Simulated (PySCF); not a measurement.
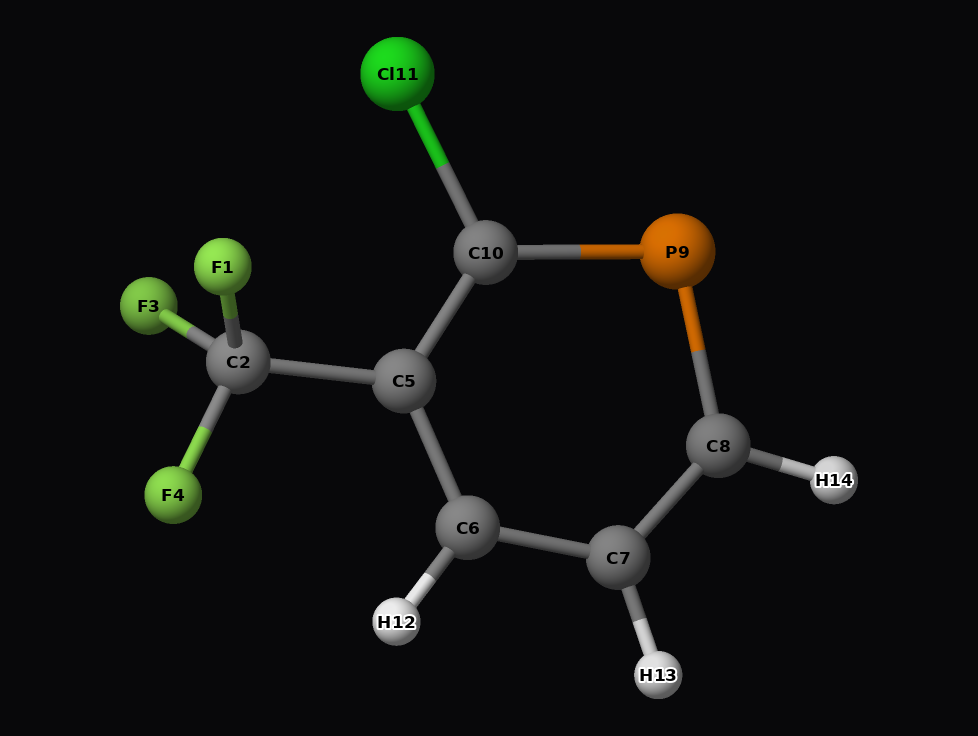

Computed geometry: GFN2-xTB optimisation. No frequency run is at hand to confirm it as a minimum. Electric field gradients from the ground-state density, PBE0/pcSseg-1 (PySCF 2.14.0), non-relativistic apart from any core potentials.

Give the largest field-gradient component, the quadrupole coupling constant and the asymmetry for 35Cl at Cl11 (Q = −81.7 mb), 2H at H12 (Q = 2.86 mb), 2H at H13 (Q = 2.86 mb), 2H at H14 (Q = 2.86 mb).

| atom | V_zz (a.u.) | e²qQ/h (MHz) | η |
| --- | --- | --- | --- |
| Cl11 | 4.086 | −78.4 | 0.13 |
| H12 | 0.319 | 0.215 | 0.07 |
| H13 | 0.321 | 0.216 | 0.07 |
| H14 | 0.322 | 0.216 | 0.06 |

The geometry is semi-empirical. Around P such bond lengths and angles can be off by a tenth of an ångström or more and by several degrees, and values that hang on the shape move with them.
